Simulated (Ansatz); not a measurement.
# ScCo3B2 (P6/mmm): the equilibrium volume

At what volume is ScCo3B2 (P6/mmm) free of pressure?

Computed with Ansatz 0.2.0 (DFT PBEsol, scalar-relativistic, plane waves, PAW, unless a step's input says otherwise).

2 further runs of the same task are left out: 2 set aside as unsound or not needed. Runs told in other sessions of the task aren't counted.

## Step 1: The system as given

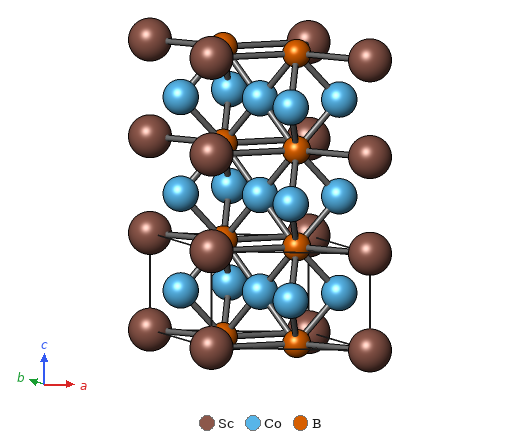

The starting structure, seen slightly off an axis (scandium brown, cobalt blue, boron orange). 1×1×3 cells are drawn. Atoms on the faces are drawn again on the opposite ones.

Coordinates:

```
Sc Co B
1.0
     4.81271    0.00000    0.00000
    -2.40636    4.16793    0.00000
     0.00000    0.00000    2.93451
Sc Co B
1 3 2
Direct
  0.00000 0.00000 0.00000
  0.50000 0.00000 0.50000
  0.50000 0.50000 0.50000
  0.00000 0.50000 0.50000
  0.33333 0.66667 0.00000
  0.66667 0.33333 0.00000
```

## Step 2: The first run (PBEsol, 6×6×6 mesh)

input.yaml

```yaml
crystal:
  lattice:
    - [4.812714342, -2.8e-09, 0.0]
    - [-2.4063571686, 4.1679328827, 0.0]
    - [0.0, 0.0, 2.9345129732]
  atoms:
    - { symbol: Sc, position: [0.0, 0.0, 0.0] }
    - { symbol: Co, position: [0.5, 0.0, 0.5] }
    - { symbol: Co, position: [0.5, 0.5, 0.5] }
    - { symbol: Co, position: [0.0, 0.5, 0.5] }
    - { symbol: B, position: [0.3333333333, 0.6666666667, 0.0] }
    - { symbol: B, position: [0.6666666667, 0.3333333333, 0.0] }
basis:
  ecutwfc: 420
kpoints:
  mp_grid: { grid: [6, 6, 6] }
hamiltonian:
  xc: pbesol
scf:
  occupations: { method: gaussian, width: 0.1 }
output:
  forces: true
  stress: true
  eigenvalues: true
```

Command:

```bash
$ ansatz run input.yaml --threads 8 --pin off --max-ram 14336MiB --backend cpu --events-out ev --progress --plain --runs-dir out
```

The log of the run (excerpt; [...] marks lines left out):

```text
Warning: RAYON_NUM_THREADS=8 ignored (pool sized by the plan → 8); use --threads N
[...]
Pseudopotentials: kind: paw
Pseudopotential: Sc, paw, valence charge 11, recommended cutoff 420 eV (normal), Sc.paw.azcp
Pseudopotential: Co, paw, valence charge 17, recommended cutoff 420 eV (normal), Co.paw.azcp
Pseudopotential: B, paw, valence charge 3, recommended cutoff 420 eV (normal), B.paw.azcp
Functional definition: PBEsol
[...]
Crystal: 6 atoms, lattice volume = 58.864 Å³
Basis set: ecut = 420 eV, 1137 PW (Γ), exchange–correlation on 72×72×40 points (8 copies of the dense FFT grid, shifted against one another)
Bands: 41, of which v1, the nominal top of the filled ones, is band 34 counted from 1 (33 counted from 0)
Symmetry: 24 space group operations
Space group: P6/mmm (ITA 191), of the structure as read, at distance tolerance 3.9e-5 Å
k-points: 28 of 216
[...]
SCF iter   1: F=—  HF=-17699.397787 eV  |F-HF|=—  |Δ(HF+E_count)|=         —  Δρ=1.78e-2  dr2=9.91e-2  ethr=1.77e-3  ⟨swp⟩=5.2  Hψ=3879  notcnv=0
[...]
SCF iter   8: F=-17699.379650 eV  HF=-17699.379650 eV  |F-HF|=9.90e-10  |Δ(HF+E_count)|=   1.67e-8  Δρ=2.02e-6  dr2=1.55e-9  ethr=1.47e-10  ⟨swp⟩=3.7  Hψ=3274  notcnv=0
[...]
SCF converged after 8 iterations
Free energy (F): -17699.379650 eV
[...]
E sigma→0 (E₀):  -17699.375287 eV
Entropy (-TS):   -0.008727 eV (-1.455 meV/atom)
Fermi energy:    16.671539 eV
[...]
--- Forces (eV/Å), atoms counted from 1 ---
  atom   1  Sc     0.00000000     0.00000000     0.00000000
  atom   2  Co    -0.00000000     0.00000000     0.00000000
  atom   3  Co     0.00000000    -0.00000000     0.00000000
  atom   4  Co     0.00000000     0.00000000     0.00000000
  atom   5  B     -0.00000000     0.00000000     0.00000000
  atom   6  B      0.00000000    -0.00000000    -0.00000000
[...]
--- Stress (GPa, compression-positive) ---
        3.063912       0.000000       0.000000
        0.000000       3.063912       0.000000
        0.000000       0.000000       1.944128
  P = ⅓ Tr σ = 2.6907 GPa (26.907 kbar)
--- Band table (eV; the first three rows and the last of 28) ---
[...]
```

Run time: 0.86 s. Hardware: 8 threads of Arm Neoverse V2, shared host; peak memory 0.47 GiB.

In short: volume 9.811 Å³/atom, pressure 2.69 GPa, metallic.

## Step 3: Relaxing cell and atoms

input.yaml, as its differences from that of step 2:

```diff
@@ -15,3 +15,3 @@
 kpoints:
-  mp_grid: { grid: [6, 6, 6] }
+  mp_grid: { grid: [9, 9, 10] }
 hamiltonian:
@@ -19,3 +19,3 @@
 scf:
-  occupations: { method: gaussian, width: 0.1 }
+  occupations: { method: gaussian, width: 0.05 }
 output:
@@ -24 +24,6 @@
   eigenvalues: true
+relax:
+  adjacent_minimum: "off"
+  f_tol: 0.01
+  max_steps: 50
+  cell: { stress_tol: 0.1 }
```

Command:

```bash
$ ansatz run input.yaml --threads 8 --pin off --max-ram 14336MiB --backend cpu --events-out ev --progress --plain --runs-dir out
```

The log of the run:

```text
Warning: RAYON_NUM_THREADS=8 ignored (pool sized by the plan → 8); use --threads N
Engine: ansatz 0.2.0, aarch64-unknown-linux-gnu
[... 5 set-up lines as earlier in the session ...]
  exchange = pbesol_x
  correlation = pbesol_c
Crystal: 6 atoms, lattice volume = 58.864 Å³
Basis set: ecut = 420 eV, 1137 PW (Γ), exchange–correlation on 72×72×40 points (8 copies of the dense FFT grid, shifted against one another)
Bands: 41, of which v1, the nominal top of the filled ones, is band 34 counted from 1 (33 counted from 0)
[... 2 set-up lines as earlier in the session ...]
k-points: 72 of 810
Non-local potential: Sc, projectors of the file, l = 0: 3, l = 1: 2, l = 2: 3, l = 3: 1
Non-local potential: Co, projectors of the file, l = 0: 3, l = 1: 2, l = 2: 3, l = 3: 1
Non-local potential: B, projectors of the file, l = 0: 2, l = 1: 2, l = 2: 1
PAW form: soft (Blöchl's): semilocal exchange-correlation on the pseudo side does not see the compensation charge
PAW frozen core: Sc, regenerated for the run's functional, and the local potential with it (the file was generated under x = pbe(κ = 0.804, μ = 0.2195149727645171), c = pbe(β = 0.06672455060314922))
PAW frozen core: Co, regenerated for the run's functional, and the local potential with it (the file was generated under x = pbe(κ = 0.804, μ = 0.2195149727645171), c = pbe(β = 0.06672455060314922))
PAW frozen core: B, regenerated for the run's functional, and the local potential with it (the file was generated under x = pbe(κ = 0.804, μ = 0.2195149727645171), c = pbe(β = 0.06672455060314922))
PAW one-centre angular grid: Sc, 590 points (default); XC on 64 Gauss nodes
PAW one-centre angular grid: Co, 590 points (default); XC on 64 Gauss nodes
PAW one-centre angular grid: B, 110 points (default); XC on 64 Gauss nodes
Initial density: superposition of atomic densities (neutral atoms: chi_scale 0, normalization atom), corrected by the library's trained network
Initial wavefunctions: pseudopotential atomic-orbital guess
Functional: x = pbesol(κ = 0.804, μ = 0.12345679012345678), c = pbesol(β = 0.046)
SCF iter   1: F=—  HF=-17699.386877 eV  |F-HF|=—  |Δ(HF+E_count)|=         —  Δρ=1.88e-2  dr2=1.18e-1  ethr=1.77e-3  ⟨swp⟩=5.8  Hψ=10150  notcnv=0
preconditioner: auto → Kerker (q_TF=auto, 2.795 Å⁻¹)  [metal: Δε(μ)=0.025 eV  Ē_g=8.897 eV  σ=0.050 eV  W_gap=0.27  n_scr=26 (ndim 8)  ℏωp=31.4 eV  f_vac=0.000  D(μ)=1.32/eV (n_scr^D=6)]
SCF iter   2: F=—  HF=-17699.370078 eV  |F-HF|=—  |Δ(HF+E_count)|=   1.68e-2  Δρ=4.14e-3  dr2=6.25e-3  ethr=1.74e-4  ⟨swp⟩=2.7  Hψ=4883  notcnv=0  defer=143
SCF iter   3: F=—  HF=-17699.368821 eV  |F-HF|=—  |Δ(HF+E_count)|=   1.26e-3  Δρ=1.32e-3  dr2=8.45e-4  ethr=9.18e-6  ⟨swp⟩=1.3  Hψ=3253  notcnv=0  defer=143
SCF iter   4: F=—  HF=-17699.368586 eV  |F-HF|=—  |Δ(HF+E_count)|=   2.36e-4  Δρ=2.78e-4  dr2=4.16e-5  ethr=1.24e-6  ⟨swp⟩=2.0  Hψ=3921  notcnv=0  defer=143
SCF iter   5: F=—  HF=-17699.368500 eV  |F-HF|=—  |Δ(HF+E_count)|=   8.53e-5  Δρ=7.01e-5  dr2=1.83e-6  ethr=6.12e-8  ⟨swp⟩=2.0  Hψ=3969  notcnv=0  defer=143
SCF iter   6: F=—  HF=-17699.368500 eV  |F-HF|=—  |Δ(HF+E_count)|=   2.01e-7  Δρ=4.00e-5  dr2=8.34e-7  ethr=2.69e-9  ⟨swp⟩=2.0  Hψ=4406  notcnv=0  defer=143
SCF iter   7: F=—  HF=-17699.368500 eV  |F-HF|=—  |Δ(HF+E_count)|=   2.77e-9  Δρ=2.16e-5  dr2=2.29e-7  ethr=1.23e-9  ⟨swp⟩=1.2  Hψ=2824  notcnv=0  defer=143
SCF iter   8: F=-17699.368500 eV  HF=-17699.368500 eV  |F-HF|=2.39e-9  |Δ(HF+E_count)|=   3.22e-8  Δρ=1.90e-6  dr2=2.44e-9  ethr=1.47e-10  ⟨swp⟩=7.7  Hψ=11058  notcnv=0
SCF 1 converged in 8 iterations: F = -17699.368500 eV  dr2 = 2.44e-9
relax step   1: F+E_penalty+E_count = -17699.36850010 eV  Δ(F+E_penalty+E_count) = +0.000e0 eV  max|allowed force component| = 1.850e-16 eV/Å  Δτ_max = 0.0000 Å  P = +2.757 GPa  Ω = 58.864 Å³  (8 SCF iters, dr2 threshold 1.00e-7 eV, accepted)
Crystal: 6 atoms, lattice volume = 59.252 Å³
Initial density: handed on by an earlier stage of this run
Initial wavefunctions: those handed on with the density
iter 1 solved again at ethr=5.00e-6 eV; its pass at ethr=3.10e-3 eV (dr2=3.40e-3 eV) is discarded
SCF iter   1: F=—  HF=-17699.373178 eV  |F-HF|=—  |Δ(HF+E_count)|=         —  Δρ=2.76e-3  dr2=3.48e-3  ethr=5.00e-6  ⟨swp⟩=2.1  Hψ=12426  notcnv=0
preconditioner: auto → Resta (q_TF=auto, 2.792 Å⁻¹)  ε∞=13.4  [insulator: Δε(μ)=0.065 eV  Ē_g=8.864 eV  σ=0.050 eV  W_gap=0.63  n_scr=26 (ndim 8)  ℏωp=31.3 eV  f_vac=0.000  D(μ)=1.32/eV (n_scr^D=6)  ε∞_Penn≈13.4]
SCF iter   2: F=—  HF=-17699.372820 eV  |F-HF|=—  |Δ(HF+E_count)|=   3.58e-4  Δρ=6.75e-4  dr2=2.77e-4  ethr=5.00e-6  ⟨swp⟩=1.9  Hψ=3163  notcnv=0
SCF iter   3: F=—  HF=-17699.372684 eV  |F-HF|=—  |Δ(HF+E_count)|=   1.36e-4  Δρ=1.95e-4  dr2=2.33e-5  ethr=4.07e-7  ⟨swp⟩=2.2  Hψ=3661  notcnv=0
SCF iter   4: F=—  HF=-17699.372684 eV  |F-HF|=—  |Δ(HF+E_count)|=   1.33e-7  Δρ=1.06e-4  dr2=4.62e-6  ethr=3.43e-8  ⟨swp⟩=2.0  Hψ=4247  notcnv=0
iter 5 did not close the SCF: its close was put off for the readings that it lacked (scf_convergence_deferred on its scf_iter line)
SCF iter   5: F=-17699.372684 eV  HF=-17699.372684 eV  |F-HF|=4.03e-8  |Δ(HF+E_count)|=   5.62e-7  Δρ=1.17e-5  dr2=7.46e-8  ethr=6.80e-9  ⟨swp⟩=1.8  Hψ=3672  notcnv=0
SCF iter   6: F=-17699.372684 eV  HF=-17699.372684 eV  |F-HF|=5.54e-9  |Δ(HF+E_count)|=   1.50e-8  Δρ=4.38e-6  dr2=7.27e-9  ethr=1.10e-10  ⟨swp⟩=2.2  Hψ=9176  notcnv=0
SCF 2 converged in 6 iterations: F = -17699.372684 eV  dr2 = 7.27e-9
relax step   2: F+E_penalty+E_count = -17699.37268376 eV  Δ(F+E_penalty+E_count) = -4.184e-3 eV  max|allowed force component| = 2.190e-16 eV/Å  Δτ_max = 0.0000 Å  P = +1.100 GPa  Ω = 59.252 Å³  energy of the carried Pulay correction = -4.565e-4 eV  (6 SCF iters, dr2 threshold 6.00e-7 eV, accepted)
Crystal: 6 atoms, lattice volume = 59.507 Å³
iter 1 solved again at ethr=2.46e-6 eV; its pass at ethr=3.10e-3 eV (dr2=1.67e-3 eV) is discarded
SCF iter   1: F=—  HF=-17699.373579 eV  |F-HF|=—  |Δ(HF+E_count)|=         —  Δρ=1.89e-3  dr2=1.68e-3  ethr=2.46e-6  ⟨swp⟩=2.1  Hψ=12260  notcnv=0
preconditioner: auto → Resta (q_TF=auto, 2.790 Å⁻¹)  ε∞=13.4  [insulator: Δε(μ)=0.065 eV  Ē_g=8.845 eV  σ=0.050 eV  W_gap=0.63  n_scr=26 (ndim 8)  ℏωp=31.2 eV  f_vac=0.000  D(μ)=1.30/eV (n_scr^D=6)  ε∞_Penn≈13.4]
SCF iter   2: F=—  HF=-17699.373415 eV  |F-HF|=—  |Δ(HF+E_count)|=   1.65e-4  Δρ=4.78e-4  dr2=1.45e-4  ethr=2.46e-6  ⟨swp⟩=1.8  Hψ=3049  notcnv=0
SCF iter   3: F=—  HF=-17699.373300 eV  |F-HF|=—  |Δ(HF+E_count)|=   1.15e-4  Δρ=1.29e-4  dr2=1.12e-5  ethr=2.13e-7  ⟨swp⟩=2.2  Hψ=3609  notcnv=0
SCF iter   4: F=—  HF=-17699.373300 eV  |F-HF|=—  |Δ(HF+E_count)|=   5.94e-9  Δρ=6.59e-5  dr2=1.70e-6  ethr=1.65e-8  ⟨swp⟩=2.0  Hψ=4245  notcnv=0
iter 5 did not close the SCF: its close was put off for the readings that it lacked (scf_convergence_deferred on its scf_iter line)
SCF iter   5: F=-17699.373299 eV  HF=-17699.373300 eV  |F-HF|=1.56e-8  |Δ(HF+E_count)|=   2.17e-7  Δρ=7.17e-6  dr2=2.99e-8  ethr=2.49e-9  ⟨swp⟩=2.4  Hψ=4574  notcnv=0
SCF iter   6: F=-17699.373300 eV  HF=-17699.373300 eV  |F-HF|=1.58e-9  |Δ(HF+E_count)|=   5.52e-9  Δρ=2.50e-6  dr2=2.39e-9  ethr=4.39e-11  ⟨swp⟩=1.9  Hψ=8445  notcnv=0
SCF 3 converged in 6 iterations: F = -17699.373300 eV  dr2 = 2.39e-9
relax step   3: F+E_penalty+E_count = -17699.37329951 eV  Δ(F+E_penalty+E_count) = -6.158e-4 eV  max|allowed force component| = 1.696e-17 eV/Å  Δτ_max = 0.0000 Å  P = +0.039 GPa  Ω = 59.507 Å³  energy of the carried Pulay correction = -7.535e-4 eV  (6 SCF iters, dr2 threshold 6.00e-7 eV, accepted)
Crystal: 6 atoms, lattice volume = 59.517 Å³
iter 1 solved again at ethr=1.37e-8 eV; its pass at ethr=3.10e-3 eV (dr2=9.31e-6 eV) is discarded
SCF iter   1: F=—  HF=-17699.373391 eV  |F-HF|=—  |Δ(HF+E_count)|=         —  Δρ=1.35e-4  dr2=9.40e-6  ethr=1.37e-8  ⟨swp⟩=2.0  Hψ=12387  notcnv=0
preconditioner: auto → Resta (q_TF=auto, 2.790 Å⁻¹)  ε∞=13.4  [insulator: Δε(μ)=0.062 eV  Ē_g=8.845 eV  σ=0.050 eV  W_gap=0.60  n_scr=26 (ndim 8)  ℏωp=31.2 eV  f_vac=0.000  D(μ)=1.26/eV (n_scr^D=6)  ε∞_Penn≈13.4]
SCF iter   2: F=—  HF=-17699.373303 eV  |F-HF|=—  |Δ(HF+E_count)|=   8.87e-5  Δρ=4.66e-5  dr2=1.40e-6  ethr=1.37e-8  ⟨swp⟩=1.4  Hψ=2981  notcnv=0
SCF iter   3: F=—  HF=-17699.373302 eV  |F-HF|=—  |Δ(HF+E_count)|=   2.98e-7  Δρ=2.12e-5  dr2=2.68e-7  ethr=2.06e-9  ⟨swp⟩=2.3  Hψ=4193  notcnv=0
iter 4 did not close the SCF: its close was put off for the readings that it lacked (scf_convergence_deferred on its scf_iter line)
SCF iter   4: F=-17699.373302 eV  HF=-17699.373302 eV  |F-HF|=4.16e-9  |Δ(HF+E_count)|=   3.96e-8  Δρ=4.53e-6  dr2=8.26e-9  ethr=3.95e-10  ⟨swp⟩=2.0  Hψ=3838  notcnv=0
iter 5 did not close the SCF: its close was put off for the readings that it lacked (scf_convergence_deferred on its scf_iter line)
SCF iter   5: F=-17699.373302 eV  HF=-17699.373302 eV  |F-HF|=2.33e-10  |Δ(HF+E_count)|=   2.41e-9  Δρ=8.39e-7  dr2=2.45e-10  ethr=1.21e-11  ⟨swp⟩=2.1  Hψ=4190  notcnv=0
SCF iter   6: F=-17699.373302 eV  HF=-17699.373302 eV  |F-HF|=2.55e-11  |Δ(HF+E_count)|=  7.28e-12  Δρ=3.16e-7  dr2=4.39e-11  ethr=1.00e-12  ⟨swp⟩=1.4  Hψ=7679  notcnv=0
SCF 4 converged in 6 iterations: F = -17699.373302 eV  dr2 = 4.39e-11
relax step   4: F+E_penalty+E_count = -17699.37330242 eV  Δ(F+E_penalty+E_count) = -2.912e-6 eV  max|allowed force component| = 7.093e-17 eV/Å  Δτ_max = 0.0000 Å  P = -0.002 GPa  Ω = 59.517 Å³  energy of the carried Pulay correction = -7.638e-4 eV  (6 SCF iters, dr2 threshold 4.86e-8 eV, accepted)
Initial wavefunctions: pseudopotential atomic-orbital guess (no wavefunctions were taken with the density)
iter 1 solved again at ethr=1.83e-7 eV; its pass at ethr=3.10e-3 eV (dr2=1.25e-4 eV) is discarded
SCF iter   1: F=—  HF=-17699.374198 eV  |F-HF|=—  |Δ(HF+E_count)|=         —  Δρ=2.92e-4  dr2=1.33e-6  ethr=1.83e-7  ⟨swp⟩=3.3  Hψ=17229  notcnv=0
preconditioner: auto → Resta (q_TF=auto, 2.790 Å⁻¹)  ε∞=13.4  [insulator: Δε(μ)=0.061 eV  Ē_g=8.845 eV  σ=0.050 eV  W_gap=0.60  n_scr=26 (ndim 8)  ℏωp=31.2 eV  f_vac=0.000  D(μ)=1.26/eV (n_scr^D=6)  ε∞_Penn≈13.4]
SCF iter   2: F=—  HF=-17699.374116 eV  |F-HF|=—  |Δ(HF+E_count)|=   8.13e-5  Δρ=1.54e-4  dr2=8.48e-7  ethr=1.96e-9  ⟨swp⟩=2.0  Hψ=4830  notcnv=0
SCF iter   3: F=—  HF=-17699.374119 eV  |F-HF|=—  |Δ(HF+E_count)|=   2.97e-6  Δρ=2.07e-5  dr2=1.25e-7  ethr=1.25e-9  ⟨swp⟩=2.7  Hψ=5277  notcnv=0
SCF iter   4: F=—  HF=-17699.374119 eV  |F-HF|=—  |Δ(HF+E_count)|=   1.24e-8  Δρ=3.20e-6  dr2=1.27e-9  ethr=1.84e-10  ⟨swp⟩=2.0  Hψ=4012  notcnv=0
SCF iter   5: F=—  HF=-17699.374119 eV  |F-HF|=—  |Δ(HF+E_count)|=   3.26e-9  Δρ=1.98e-6  dr2=9.48e-10  ethr=1.86e-12  ⟨swp⟩=2.0  Hψ=5418  notcnv=0
SCF iter   6: F=-17699.374119 eV  HF=-17699.374119 eV  |F-HF|=4.73e-11  |Δ(HF+E_count)|=  2.87e-10  Δρ=3.38e-7  dr2=5.59e-11  ethr=1.00e-12  ⟨swp⟩=3.1  Hψ=9498  notcnv=0
SCF 5 converged in 6 iterations: F = -17699.374119 eV  dr2 = 5.59e-11
relax step   5: F+E_penalty+E_count = -17699.37411925 eV  Δ(F+E_penalty+E_count) = -8.168e-4 eV  max|allowed force component| = 3.392e-17 eV/Å  Δτ_max = 0.0000 Å  P = +0.020 GPa  Ω = 59.517 Å³  stress off target by 2.25e-2 GPa  SCF on the basis re-selected at this cell (its energy is not comparable with the rows above)  (6 SCF iters)
basis re-selected at this cell: Δ(F+E_penalty+E_count) = -8.168e-4 eV, ΔP = +0.022 GPa vs the last step (what re-selecting the basis moved, of the pressure what is left beyond the Pulay correction that the steps carried, after the strain that the cell walked since its last selection, with what the two solves' SCF thresholds leave and, on support functions, any second-order correction that the steps lacked; it is no measure of the basis error at this ecutwfc). This SCF's stress stands 2.25e-2 GPa from its target on what of the cell is left free (relax.cell.stress_tol is 1.00e-1 GPa) and its largest allowed force component is 3.39e-17 eV/Å (relax.f_tol is 1.00e-2 eV/Å): within both
SCF converged after 6 iterations
Free energy (F): -17699.374119 eV
Harris-Foulkes:  -17699.374119 eV  (|F-HF|=4.73e-11)
Internal energy: -17699.372543 eV  (E = F + TS)
E sigma→0 (E₀):  -17699.373331 eV
Entropy (-TS):   -0.001576 eV (-0.263 meV/atom)
Fermi energy:    16.497827 eV
--- Per-component energies (eV) ---
  E_band       = -862.981458
  E_kinetic    = 1736.549694
  E_local      = -10637.485169  (includes V_loc(G=0)·N_el)
  E_nonlocal   = 1467.153273
  E_hartree    = 4490.618909
  E_xc         = -648.336953
  E_vxc        = -828.708473  (∫ρ·V_xc dr)
  E_paw        = -5529.169373  (= ΣΔE_a)
  E_vpaw       = -1581.727941  (= ΣTr[D̂ρ^β])
  E_aug_tail   = 0.000222  (compensation charges beyond the density's cutoff)
  E_ewald      = -8579.426851
  E_core_change = 0.723705  (= ΣΔE_core)
  E_smearing   = -0.001576  (= −TS)
  E_closure    = -0.000000  (closes the sum)
  Σ components = -17699.374119   (vs F -17699.374119, Δ=0.00e0)
--- Forces (eV/Å), atoms counted from 1 ---
  atom   1  Sc     0.00000000     0.00000000     0.00000000
  atom   2  Co     0.00000000    -0.00000000     0.00000000
  atom   3  Co    -0.00000000    -0.00000000     0.00000000
  atom   4  Co    -0.00000000     0.00000000     0.00000000
  atom   5  B      0.00000000    -0.00000000    -0.00000000
  atom   6  B      0.00000000     0.00000000     0.00000000
  max |Σ_I F_I| component: 1.85e-17 eV/Å
--- Stress (GPa, compression-positive) ---
        0.019284      -0.000000       0.000000
        0.000000       0.019284      -0.000000
        0.000000      -0.000000       0.022531
  P = ⅓ Tr σ = 0.0204 GPa (0.204 kbar)
--- Band table (eV; the first three rows and the last of 72) ---
  k-point 0: bands = ["-78.0771", "-78.0344", "-78.0344", "-41.9000", "-41.6269", "-41.6269", "-41.5299", "-41.4892", "-41.4892", "-41.2573", "-41.2573", "-41.1578", "-32.2189", "-10.9485", "-10.9485", "-10.7344", "5.1893", "10.6450", "10.6450", "10.6720", "11.8340", "12.2468", "12.7602", "13.7612", "13.7612", "14.6348", "14.6348", "15.3760", "15.3760", "15.7869", "15.7869", "15.9075", "15.9075", "16.1985", "17.1765", "17.7417", "17.8611", "18.2954", "18.2954", "20.5942", "20.5942"]
  k-point 1: bands = ["-78.0769", "-78.0343", "-78.0343", "-41.8998", "-41.6266", "-41.6266", "-41.5331", "-41.4922", "-41.4922", "-41.2571", "-41.2571", "-41.1576", "-32.2123", "-10.9424", "-10.9424", "-10.7900", "5.3545", "10.3976", "10.8196", "10.8196", "12.1622", "12.2186", "12.7634", "13.7968", "13.7968", "14.1380", "14.1380", "15.7006", "15.7006", "15.8081", "15.8081", "15.9966", "15.9966", "16.1578", "17.1776", "17.3419", "18.2025", "18.2096", "18.2096", "20.4570", "20.4570"]
  k-point 2: bands = ["-78.0764", "-78.0338", "-78.0338", "-41.8990", "-41.6258", "-41.6258", "-41.5414", "-41.4999", "-41.4999", "-41.2564", "-41.2564", "-41.1571", "-32.1947", "-10.9337", "-10.9261", "-10.9261", "5.8394", "9.9486", "11.3255", "11.3255", "11.8871", "12.7612", "12.9275", "13.4833", "13.4833", "13.8900", "13.8900", "15.6637", "15.6637", "15.8650", "15.8650", "16.0536", "16.3475", "16.3475", "16.7035", "17.1806", "17.9285", "17.9285", "18.8687", "20.4571", "20.4571"]
  k-point 71: bands = ["-78.0538", "-78.0538", "-78.0325", "-41.7547", "-41.7547", "-41.6046", "-41.5415", "-41.5415", "-41.5201", "-41.2745", "-41.2118", "-41.2118", "-32.1488", "-11.2905", "-10.8843", "-10.8843", "9.1161", "9.1161", "10.7675", "10.7675", "11.6845", "13.1191", "13.1191", "13.7249", "13.7249", "13.9832", "14.0853", "15.1883", "15.5543", "15.5543", "15.6217", "15.6217", "15.9693", "15.9693", "16.1819", "16.7789", "17.5704", "19.5928", "19.5928", "19.7794", "19.7794"]
--- Relaxed structure (4 steps of the walk, 4 accepted, 1 SCFs on fresh bases) ---
  F+E_penalty+E_count = -17699.37411925 eV   max|allowed force component| = 3.392e-17 eV/Å   (the final SCF, on the basis selected at the relaxed cell)
  cell:  # Å, volume = 59.5166 Å³
    - [4.831350000256564, -2.7964270825369462e-9, -3.701535569116035e-28]
    - [-2.4156749977065055, 4.184071836194352, 5.538307890022555e-19]
    - [-2.413887515974287e-34, 3.8993517434687965e-19, 2.9442233767639663]
  atoms:
    - { symbol: Sc, position: [-2.4463412762362366e-35, -1.0559313165892808e-35, 2.897817305224548e-70] }
    - { symbol: Co, position: [0.5, -6.218054770294956e-27, 0.5] }
    - { symbol: Co, position: [0.5000000000000001, 0.5000000000000001, 0.5] }
    - { symbol: Co, position: [-2.777887440143806e-17, 0.5, 0.5] }
    - { symbol: B, position: [0.3333333333333333, 0.6666666666666667, -1.6851887013388314e-34] }
    - { symbol: B, position: [0.6666666666666667, 0.3333333333333333, 1.6851887013388314e-34] }
```

It took 7.6 s on 8 threads of Arm Neoverse V2, shared host; peak memory 0.56 GiB.

How the relaxation went:

```
step  energy from step 1 (meV/atom)  largest force component (eV/Å)  pressure (GPa)  volume (Å³/atom)
   1                            0.0                           0.000            2.76             9.811
   2                           -0.7                           0.000            1.10             9.875
   3                           -0.8                           0.000            0.04             9.918
   4                           -0.8                           0.000            0.00             9.919
   5                           -0.9                           0.000            0.02             9.919
```

Step 1 is the start. Step 5 repeats the geometry before it on a plane-wave basis chosen anew for the final cell, which shifts the energy by -0.1 meV/atom. The run keeps the 24 symmetry operations that it found, so it can't reach a distortion that breaks them.

Result: volume 9.919 Å³/atom, pressure 0.02 GPa, no gap.

[end of part 1 of 2]
